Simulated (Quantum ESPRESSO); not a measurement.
# Nb (Im-3m): zone-centre phonons

Aim: the zone-centre modes of Nb (Im-3m).

Program: Quantum ESPRESSO 7.5. Level of theory: DFT LDA, scalar-relativistic, plane waves, GBRV ultrasoft pseudopotentials. Results are calculated unless marked as measured.

The database entry behind the starting cell differs from later determinations by our own check (about 0.8 % long, hydrogen-cycled sample), so it need not match the best structure at ambient conditions.

## Step 1: Starting point

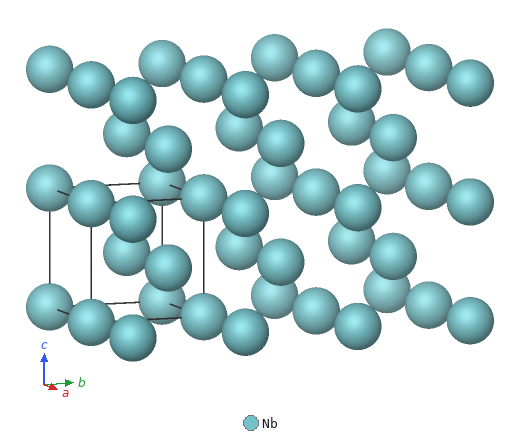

Start, viewed slightly off an axis; niobium teal. 2×3×2 cells are drawn. This picture shows the conventional cell, with its axes. Some periodic images of atoms are drawn too.

## Step 2: A first look

Before anything dear is run, a loose run with smearing shows whether this is a metal and how far the cell is from rest.

probe.in

```
&control
   calculation = 'scf'
   prefix = 'x'
   outdir = './tmp'
   pseudo_dir = './pseudo'
   tprnfor = .true.
   tstress = .true.
   verbosity = 'high'
/
&system
   ibrav = 0
   nat = 1
   ntyp = 1
   ecutwfc = 40.0
   ecutrho = 240.0
   occupations = 'smearing'
   smearing = 'gaussian'
   degauss = 0.01
/
&electrons
   conv_thr = 1.0d-07
   mixing_beta = 0.7
   electron_maxstep = 100
/
ATOMIC_SPECIES
 Nb     92.9064  Nb.upf
CELL_PARAMETERS angstrom
    -1.663950000    1.663950000    1.663950000
     1.663950000   -1.663950000    1.663950000
     1.663950000    1.663950000   -1.663950000
ATOMIC_POSITIONS crystal
 Nb     0.000000000   0.000000000   0.000000000
K_POINTS automatic
 8 8 8 0 0 0
```

Started as:

```console
> OMP_NUM_THREADS=1 mpirun -n 4 pw.x -nk 4 -in probe.in > probe.out
```

Log:

```text
[banners, grids, parts of the stress and lines that vanish by symmetry left out]
Program PWSCF v.7.5
     Message from routine setup:
     using ibrav=0 with symmetry is DISCOURAGED, use correct ibrav instead
[...]
kinetic-energy cutoff     =      40.0000  Ry
     charge density cutoff     =     240.0000  Ry
     scf convergence threshold =      1.0E-07
[...]
Exchange-correlation= SLA  PZ   NOGX NOGC
                           (   1   1   0   0   0   0   0)
[...]
48 Sym. Ops., with inversion, found
[...]
(     0          1          0      )
                  (     0          0          1      )
[...]
(  0.0000000  1.0000000 -0.0000000 )
                  ( -0.0000000 -0.0000000  1.0000000 )
[...]
(     1          0          0      )
                  (    -1         -1         -1      )
[...]
(  1.0000000 -0.0000000  0.0000000 )
                  ( -0.0000000 -1.0000000 -0.0000000 )
[...]
(    -1          0          0      )
                  (     0          0         -1      )
[...]
( -1.0000000 -0.0000000  0.0000000 )
                  (  0.0000000  1.0000000 -0.0000000 )
[...]
number of k points=    29  Gaussian smearing, width (Ry)=  0.0100
[...]
End of self-consistent calculation
[...]
the Fermi energy is    17.1000 ev
!    total energy              =    -118.09099739 Ry
[...]
convergence has been achieved in   6 iterations
[...]
atom    1 type  1   force =     0.00000000    0.00000000    0.00000000
[...]
Total force =     0.000000     Total SCF correction =     0.000000
[...]
total   stress  (Ry/bohr**3)                   (kbar)     P=     -119.65
[...]
XML data file, charge density, pseudopotentials, collected wavefunctions

   JOB DONE.
```

Run time: 6.1 s. Hardware: 4 MPI ranks of AMD EPYC (Zen 3), shared host.

Numbers from this step:

| Item | Value |
| --- | --- |
| volume per atom | 18.43 Å³ |
| pressure | -11.96 GPa |
| gap on the k-mesh | 0 eV |

No gap opens on this mesh, so smearing is kept; the start stands at -12 GPa.

## Step 3: Relaxation

The harmonic expansion starts where the forces on the atoms vanish, and stress shifts the frequencies, so cell and atoms are relaxed with tight thresholds.

relax.in

```
&control
   calculation = 'vc-relax'
   prefix = 'x'
   outdir = './tmp'
   pseudo_dir = './pseudo'
   tprnfor = .true.
   tstress = .true.
   forc_conv_thr = 2.0d-05
   etot_conv_thr = 1.0d-07
   nstep = 40
/
&system
   ibrav = 0
   nat = 1
   ntyp = 1
   ecutwfc = 40.0
   ecutrho = 240.0
   occupations = 'smearing'
   smearing = 'mv'
   degauss = 0.02
/
&electrons
   conv_thr = 1.0d-11
   mixing_beta = 0.7
   electron_maxstep = 100
/
&ions
/
&cell
   press_conv_thr = 0.2
/
ATOMIC_SPECIES
 Nb     92.9064  Nb.upf
CELL_PARAMETERS angstrom
    -1.663950000    1.663950000    1.663950000
     1.663950000   -1.663950000    1.663950000
     1.663950000    1.663950000   -1.663950000
ATOMIC_POSITIONS crystal
 Nb     0.000000000   0.000000000   0.000000000
K_POINTS automatic
 14 14 14 0 0 0
```

Started as:

```console
> OMP_NUM_THREADS=1 mpirun -n 4 pw.x -nk 4 -in relax.in > relax.out
```

Log:

```text
[banners, grids, parts of the stress and lines that vanish by symmetry left out]
[banner, memory and clock lines left out]
Program PWSCF v.7.5

[...]
kinetic-energy cutoff     =      40.0000  Ry
     charge density cutoff     =     240.0000  Ry
     scf convergence threshold =      1.0E-11
[...]
energy convergence thresh.=      1.0E-07
     force convergence thresh. =      2.0E-05
     press convergence thresh. =      2.0E-01
     Exchange-correlation= SLA  PZ   NOGX NOGC
                           (   1   1   0   0   0   0   0)
[...]
48 Sym. Ops., with inversion, found
[...]
number of k points=   104  Marzari-Vanderbilt smearing, width (Ry)=  0.0200
[...]
End of self-consistent calculation
[...]
the Fermi energy is    17.2352 ev
!    total energy              =    -118.08822934 Ry
[...]
convergence has been achieved in  10 iterations
[...]
atom    1 type  1   force =     0.00000000    0.00000000    0.00000000
     Total force =     0.000000     Total SCF correction =     0.000000
[...]
total   stress  (Ry/bohr**3)                   (kbar)     P=     -122.71
[...]
number of bfgs steps    =   0
[...]
CELL_PARAMETERS (angstrom)
[...]
ATOMIC_POSITIONS (crystal)
Nb               0.0000000000        0.0000000000        0.0000000000
[...]
New effective cutoffs (rho, wfc):  247.80   41.72
[...]
End of self-consistent calculation
[...]
the Fermi energy is    18.5753 ev
!    total energy              =    -118.09208699 Ry
[...]
convergence has been achieved in   7 iterations
[...]
atom    1 type  1   force =     0.00000000    0.00000000    0.00000000
     Total force =     0.000000     Total SCF correction =     0.000000
[...]
total   stress  (Ry/bohr**3)                   (kbar)     P=      -21.88
[...]
number of bfgs steps    =   1
[...]
CELL_PARAMETERS (angstrom)
[...]
ATOMIC_POSITIONS (crystal)
Nb               0.0000000000        0.0000000000        0.0000000000
[...]
New effective cutoffs (rho, wfc):  249.99   42.09
[...]
End of self-consistent calculation
[...]
the Fermi energy is    18.8656 ev
!    total energy              =    -118.09218829 Ry
[...]
convergence has been achieved in   7 iterations
[...]
atom    1 type  1   force =     0.00000000    0.00000000    0.00000000
     Total force =     0.000000     Total SCF correction =     0.000000
[...]
total   stress  (Ry/bohr**3)                   (kbar)     P=        2.25
[...]
number of bfgs steps    =   2
[...]
CELL_PARAMETERS (angstrom)
[...]
ATOMIC_POSITIONS (crystal)
Nb               0.0000000000        0.0000000000        0.0000000000
[...]
New effective cutoffs (rho, wfc):  249.79   42.06
[...]
End of self-consistent calculation
[...]
the Fermi energy is    18.8385 ev
!    total energy              =    -118.09218935 Ry
[...]
convergence has been achieved in   6 iterations
[...]
atom    1 type  1   force =     0.00000000    0.00000000    0.00000000
     Total force =     0.000000     Total SCF correction =     0.000000
[...]
total   stress  (Ry/bohr**3)                   (kbar)     P=       -0.04
[...]
number of bfgs steps    =   3
[...]
small trust_radius: resetting bfgs history
[...]
CELL_PARAMETERS (angstrom)
[...]
ATOMIC_POSITIONS (crystal)
Nb               0.0000000000        0.0000000000        0.0000000000
[...]
New effective cutoffs (rho, wfc):  249.79   42.06
[...]
End of self-consistent calculation
[...]
the Fermi energy is    18.8389 ev
!    total energy              =    -118.09218935 Ry
[...]
convergence has been achieved in   3 iterations
[...]
atom    1 type  1   force =     0.00000000    0.00000000    0.00000000
     Total force =     0.000000     Total SCF correction =     0.000000
[...]
total   stress  (Ry/bohr**3)                   (kbar)     P=       -0.00
[...]
bfgs converged in   5 scf cycles and   4 bfgs steps
[...]
End of BFGS Geometry Optimization
     Final enthalpy           =    -118.0921893495 Ry
     File ./tmp/x.bfgs deleted, as requested
[...]
CELL_PARAMETERS (angstrom)
[...]
ATOMIC_POSITIONS (crystal)
Nb               0.0000000000        0.0000000000        0.0000000000
[...]
Final scf calculation at the relaxed structure.
[...]
kinetic-energy cutoff     =      40.0000  Ry
     charge density cutoff     =     240.0000  Ry
     scf convergence threshold =      1.0E-13
[...]
press convergence thresh. =      2.0E-01
     Exchange-correlation= SLA  PZ   NOGX NOGC
                           (   1   1   0   0   0   0   0)
[...]
48 Sym. Ops., with inversion, found
[...]
number of k points=   104  Marzari-Vanderbilt smearing, width (Ry)=  0.0200
[...]
End of self-consistent calculation
[...]
the Fermi energy is    18.8390 ev
!    total energy              =    -118.09210824 Ry
[...]
convergence has been achieved in  10 iterations
[...]
atom    1 type  1   force =     0.00000000    0.00000000    0.00000000
     Total force =     0.000000     Total SCF correction =     0.000000
[...]
total   stress  (Ry/bohr**3)                   (kbar)     P=        1.30
[...]
XML data file, charge density, pseudopotentials, collected wavefunctions
```

It took 40 s on 4 MPI ranks.

The steps of the relaxation:

```tsv
step	energy less that of the first step (eV)	largest force (eV/Å)	pressure (GPa)	volume (Å³)
1	0.0000	0.0000	-12.27	18.43
2	-0.0525	0.0000	-2.19	17.30
3	-0.0539	0.0000	0.23	17.07
4	-0.0539	0.0000	0.00	17.09
5	-0.0539	0.0000	0.00	17.09
6	-0.0528	0.0000	0.13	17.09
```

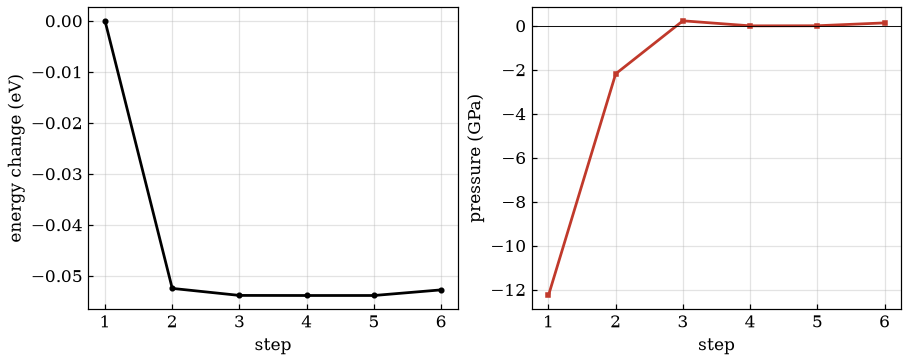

Energy and pressure along the relaxation.

```tsv
conventional cell, symmetrised	before	after	change
a (Å)	3.328	3.245	-2.5 %
b (Å)	3.328	3.245	-2.5 %
c (Å)	3.328	3.245	-2.5 %
volume (Å³/atom)	18.43	17.09	-7.2 %
```

The relaxed structure:

```cif
data_structure
_symmetry_space_group_name_H-M 'P 1'
_symmetry_Int_Tables_number 1
_cell_length_a 2.8107
_cell_length_b 2.8107
_cell_length_c 2.8107
_cell_angle_alpha 109.471
_cell_angle_beta 109.471
_cell_angle_gamma 109.471
_cell_volume 17.09
loop_
_atom_site_label
_atom_site_type_symbol
_atom_site_fract_x
_atom_site_fract_y
_atom_site_fract_z
_atom_site_occupancy
Nb1 Nb 0.00000 0.00000 0.00000 1
```

The last row of the table of steps is pw.x's closing run on a basis chosen anew for the final cell, so its energy can jump.

Numbers from this step:

- volume per atom: 17.09 Å³
- pressure: 0.13 GPa

The volume changes by -7.2 % from the cell with which this run began.

## Step 4: Relaxation

A variable-cell run keeps the plane waves of its start, so its end shows a stress on a fresh basis; a second run from that cell removes it.

Edit relax.in of step 3 so:

```diff
@@ -34,5 +34,5 @@
 CELL_PARAMETERS angstrom
-    -1.663950000    1.663950000    1.663950000
-     1.663950000   -1.663950000    1.663950000
-     1.663950000    1.663950000   -1.663950000
+    -1.622748438    1.622748438    1.622748438
+     1.622748438   -1.622748438    1.622748438
+     1.622748438    1.622748438   -1.622748438
 ATOMIC_POSITIONS crystal
```

Log:

```text
[banners, grids, parts of the stress and lines that vanish by symmetry left out]
[banner, memory and clock lines left out]
Program PWSCF v.7.5

[...]
kinetic-energy cutoff     =      40.0000  Ry
     charge density cutoff     =     240.0000  Ry
     scf convergence threshold =      1.0E-11
[...]
energy convergence thresh.=      1.0E-07
     force convergence thresh. =      2.0E-05
     press convergence thresh. =      2.0E-01
     Exchange-correlation= SLA  PZ   NOGX NOGC
                           (   1   1   0   0   0   0   0)
[...]
48 Sym. Ops., with inversion, found
[...]
number of k points=   104  Marzari-Vanderbilt smearing, width (Ry)=  0.0200
[...]
End of self-consistent calculation
[...]
the Fermi energy is    18.8390 ev
!    total energy              =    -118.09210824 Ry
[...]
convergence has been achieved in  10 iterations
[...]
atom    1 type  1   force =     0.00000000    0.00000000    0.00000000
     Total force =     0.000000     Total SCF correction =     0.000000
[...]
total   stress  (Ry/bohr**3)                   (kbar)     P=        1.31
[...]
number of bfgs steps    =   0
[...]
CELL_PARAMETERS (angstrom)
[...]
ATOMIC_POSITIONS (crystal)
Nb               0.0000000000        0.0000000000        0.0000000000
[...]
New effective cutoffs (rho, wfc):  239.19   39.97
[...]
End of self-consistent calculation
[...]
the Fermi energy is    18.8242 ev
!    total energy              =    -118.09210860 Ry
[...]
convergence has been achieved in   4 iterations
[...]
atom    1 type  1   force =     0.00000000    0.00000000    0.00000000
     Total force =     0.000000     Total SCF correction =     0.000000
[...]
total   stress  (Ry/bohr**3)                   (kbar)     P=        0.04
[...]
number of bfgs steps    =   1
[...]
small trust_radius: resetting bfgs history
[...]
CELL_PARAMETERS (angstrom)
[...]
ATOMIC_POSITIONS (crystal)
Nb               0.0000000000        0.0000000000        0.0000000000
[...]
New effective cutoffs (rho, wfc):  239.19   39.97
[...]
End of self-consistent calculation
[...]
the Fermi energy is    18.8238 ev
!    total energy              =    -118.09210860 Ry
[...]
convergence has been achieved in   3 iterations
[...]
atom    1 type  1   force =     0.00000000    0.00000000    0.00000000
     Total force =     0.000000     Total SCF correction =     0.000000
[...]
total   stress  (Ry/bohr**3)                   (kbar)     P=        0.02
[...]
bfgs converged in   3 scf cycles and   2 bfgs steps
[...]
End of BFGS Geometry Optimization
     Final enthalpy           =    -118.0921085977 Ry
     File ./tmp/x.bfgs deleted, as requested
[...]
CELL_PARAMETERS (angstrom)
[...]
ATOMIC_POSITIONS (crystal)
Nb               0.0000000000        0.0000000000        0.0000000000
[...]
Final scf calculation at the relaxed structure.
[...]
kinetic-energy cutoff     =      40.0000  Ry
     charge density cutoff     =     240.0000  Ry
     scf convergence threshold =      1.0E-13
[...]
press convergence thresh. =      2.0E-01
     Exchange-correlation= SLA  PZ   NOGX NOGC
                           (   1   1   0   0   0   0   0)
[...]
48 Sym. Ops., with inversion, found
[...]
number of k points=   104  Marzari-Vanderbilt smearing, width (Ry)=  0.0200
[...]
c_bands:  1 eigenvalues not converged
[...]
End of self-consistent calculation
[...]
the Fermi energy is    18.8238 ev
!    total energy              =    -118.09210927 Ry
[...]
convergence has been achieved in  10 iterations
[...]
atom    1 type  1   force =     0.00000000    0.00000000    0.00000000
     Total force =     0.000000     Total SCF correction =     0.000000
[...]
total   stress  (Ry/bohr**3)                   (kbar)     P=        0.01
[...]
XML data file, charge density, pseudopotentials, collected wavefunctions
```

Run time: 28 s. Hardware: 4 MPI ranks.

Little changed from the start: no atom moved by 0.005 Å and no cell edge by 0.1 %.

The last row of the table of steps is pw.x's closing run on a basis chosen anew for the final cell, so its energy can jump.

Numbers from this step:

| Item | Value |
| --- | --- |
| volume per atom | 17.10 Å³ |
| pressure | 0.001 GPa |

## Step 5: Ground state

The response is built on this ground state, so it is converged far tighter than an energy would need. Smearing stays on, as the first look found no gap above 0.3 eV.

scf.in

```
&control
   calculation = 'scf'
   prefix = 'x'
   outdir = './tmp'
   pseudo_dir = './pseudo'
   tprnfor = .true.
   tstress = .true.
/
&system
   ibrav = 0
   nat = 1
   ntyp = 1
   ecutwfc = 40.0
   ecutrho = 240.0
   occupations = 'smearing'
   smearing = 'mv'
   degauss = 0.02
/
&electrons
   conv_thr = 1.0d-12
   mixing_beta = 0.7
   electron_maxstep = 100
/
ATOMIC_SPECIES
 Nb     92.9064  Nb.upf
CELL_PARAMETERS angstrom
    -1.623121414    1.623121414    1.623121414
     1.623121414   -1.623121414    1.623121414
     1.623121414    1.623121414   -1.623121414
ATOMIC_POSITIONS crystal
 Nb     0.000000000   0.000000000   0.000000000
K_POINTS automatic
 14 14 14 0 0 0
```

Started as:

```console
> OMP_NUM_THREADS=1 mpirun -n 4 pw.x -nk 4 -in scf.in > scf.out
```

Log:

```text
[banners, grids, parts of the stress and lines that vanish by symmetry left out]
[banner, memory and clock lines left out]
Program PWSCF v.7.5

[...]
kinetic-energy cutoff     =      40.0000  Ry
     charge density cutoff     =     240.0000  Ry
     scf convergence threshold =      1.0E-12
[...]
Exchange-correlation= SLA  PZ   NOGX NOGC
                           (   1   1   0   0   0   0   0)
[...]
48 Sym. Ops., with inversion, found
[...]
number of k points=   104  Marzari-Vanderbilt smearing, width (Ry)=  0.0200
[...]
End of self-consistent calculation
[...]
the Fermi energy is    18.8238 ev
!    total energy              =    -118.09210927 Ry
[...]
convergence has been achieved in  11 iterations
[...]
atom    1 type  1   force =     0.00000000    0.00000000    0.00000000
     Total force =     0.000000     Total SCF correction =     0.000000
[...]
total   stress  (Ry/bohr**3)                   (kbar)     P=       -0.00
[...]
XML data file, charge density, pseudopotentials, collected wavefunctions
```

Run time: 17 s. Hardware: 4 MPI ranks; 49 s of CPU time.

Numbers from this step:

- pressure: 0 GPa

The cell stands at 0 GPa, close enough for phonons.

## Step 6: Relaxation, LDA, JTH PAW

The potential files change with the level, under the same file names as before.

This step: DFT LDA, scalar-relativistic, plane waves, JTH PAW pseudopotentials (Quantum ESPRESSO 7.5).

Edit relax.in of step 4 so:

```diff
@@ -16,3 +16,3 @@
    ecutwfc = 40.0
-   ecutrho = 240.0
+   ecutrho = 200.0
    occupations = 'smearing'
@@ -34,5 +34,5 @@
 CELL_PARAMETERS angstrom
-    -1.622748438    1.622748438    1.622748438
-     1.622748438   -1.622748438    1.622748438
-     1.622748438    1.622748438   -1.622748438
+    -1.623121414    1.623121414    1.623121414
+     1.623121414   -1.623121414    1.623121414
+     1.623121414    1.623121414   -1.623121414
 ATOMIC_POSITIONS crystal
```

Started as:

```console
> OMP_NUM_THREADS=1 mpirun -n 4 pw.x -nk 4 -in relax.in > relax.out
```

Log:

```text
[banners, grids, parts of the stress and lines that vanish by symmetry left out]
[banner, memory and clock lines left out]
Program PWSCF v.7.5

[...]
kinetic-energy cutoff     =      40.0000  Ry
     charge density cutoff     =     200.0000  Ry
     scf convergence threshold =      1.0E-11
[...]
energy convergence thresh.=      1.0E-07
     force convergence thresh. =      2.0E-05
     press convergence thresh. =      2.0E-01
     Exchange-correlation= SLA PW NOGX NOGC
                           (   1   4   0   0   0   0   0)
[...]
48 Sym. Ops., with inversion, found
[...]
number of k points=   104  Marzari-Vanderbilt smearing, width (Ry)=  0.0200
[...]
End of self-consistent calculation
[...]
the Fermi energy is    18.3037 ev
!    total energy              =    -326.09247748 Ry
[...]
press convergence thresh. =      2.0E-01
     Exchange-correlation= SLA PW NOGX NOGC
                           (   1   4   0   0   0   0   0)
[...]
48 Sym. Ops., with inversion, found
[...]
number of k points=   104  Marzari-Vanderbilt smearing, width (Ry)=  0.0200
[...]
c_bands:  1 eigenvalues not converged
     c_bands:  1 eigenvalues not converged
     c_bands:  1 eigenvalues not converged
     c_bands:  1 eigenvalues not converged
[...]
End of self-consistent calculation
[...]
the Fermi energy is    18.3450 ev
!    total energy              =    -326.09247221 Ry
[...]
convergence has been achieved in  10 iterations
[...]
atom    1 type  1   force =     0.00000000    0.00000000    0.00000000
     Total force =     0.000000     Total SCF correction =     0.000000
[...]
total   stress  (Ry/bohr**3)                   (kbar)     P=        0.04
[...]
XML data file, charge density, pseudopotentials, collected wavefunctions
```

The job ended after 40 s (4 MPI ranks; 2.3 min of CPU time).

Little changed from the start: no atom moved by 0.005 Å and no cell edge by 0.1 %.

Numbers from this step:

| Item | Value |
| --- | --- |
| volume per atom | 17.07 Å³ |
| pressure | 0.004 GPa |

(Continued in part 2 of 2.)

[Host names and launcher messages were left out of these logs when they were recorded.]

[Logs are printed without paths, hosts, clocks, repeated set-up lines and the standing remarks that a program may print on its own settings, such as how far it seeks lower states.]

[Hosts, paths, dates, database ids (printed as entryN), source tags and the programs' standing remarks are cut or masked in the printed files.]
